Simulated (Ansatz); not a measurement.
Input

```
crystal:
  periodic: [false, false, false]
  atoms:
    - {symbol: Ge, position_ang: [2.089705, -0.916751, -1.095362]}
    - {symbol: Cl, position_ang: [4.022859, -1.194712, -2.011260]}
    - {symbol: Cl, position_ang: [0.580945, -1.761336, -2.389123]}
    - {symbol: S, position_ang: [2.292062, -2.064673, 0.817121]}
    - {symbol: Ge, position_ang: [0.303356, -1.758499, 1.800748]}
    - {symbol: Cl, position_ang: [0.528342, -2.846384, 3.649899]}
    - {symbol: Cl, position_ang: [-1.308349, -2.643020, 0.667671]}
    - {symbol: S, position_ang: [-0.069613, 0.384815, 2.330580]}
    - {symbol: Ge, position_ang: [-1.923224, 0.930215, 1.201393]}
    - {symbol: Cl, position_ang: [-3.669743, -0.139070, 1.875403]}
    - {symbol: Cl, position_ang: [-2.142296, 3.011910, 1.725521]}
    - {symbol: S, position_ang: [-1.918798, 0.588360, -1.010055]}
    - {symbol: Ge, position_ang: [-0.143783, 1.763891, -1.698703]}
    - {symbol: Cl, position_ang: [-0.151508, 1.492614, -3.837425]}
    - {symbol: Cl, position_ang: [-0.316843, 3.871738, -1.271687]}
    - {symbol: S, position_ang: [1.826877, 1.280912, -0.754710]}
basis:
  gaussian: {orbitals: def2-TZVP, fitting: {mean_field: def2-universal-jkfit}, initial_orbitals: start.molden}
hamiltonian: {xc: pbe0, dispersion: d4}
scf: {omitted_lower_state_checks: [starts]}
output: {orbitals: {seedname: orbitals}}
```

Launched as:

```sh
ansatz run in.yaml --threads 2 --pin off --events-out ev --progress --plain --max-ram 32768MiB --backend cuda --devices 0, --max-vram 18GiB
```

Geometry: PBE-D4/def2-SVP.

Theory: RKS PBE0-D4/def2-TZVP in Ansatz.

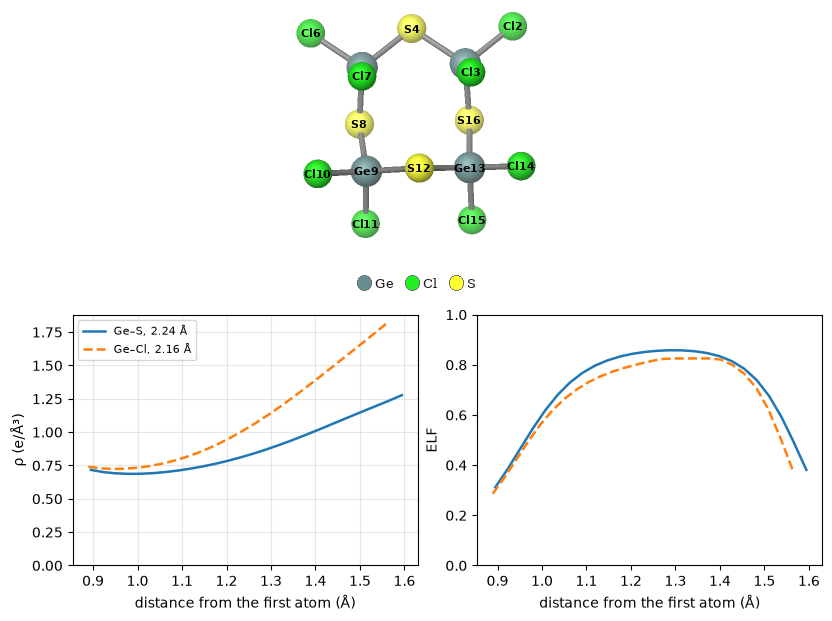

Cl$_{8}$Ge$_{4}$S$_{4}$ (cyclo-(Cl2GeS)4). Electron density and ELF along straight lines between neighbouring atoms. The curves leave out the atomic cores. The structure is drawn too.

What can be read from the curves?

Ge–S (2.24 Å): ρ at the midpoint is about 0.73 e/Å³; the ELF peaks at about 0.85 in the valence shell of S, 1.0 Å from its nucleus, and is about 0.80 at the midpoint.
Ge–Cl (2.16 Å): ρ at the midpoint is about 0.78 e/Å³; the ELF peaks at about 0.85 in the valence shell of Cl, 0.9 Å from its nucleus, and is about 0.70 at the midpoint.
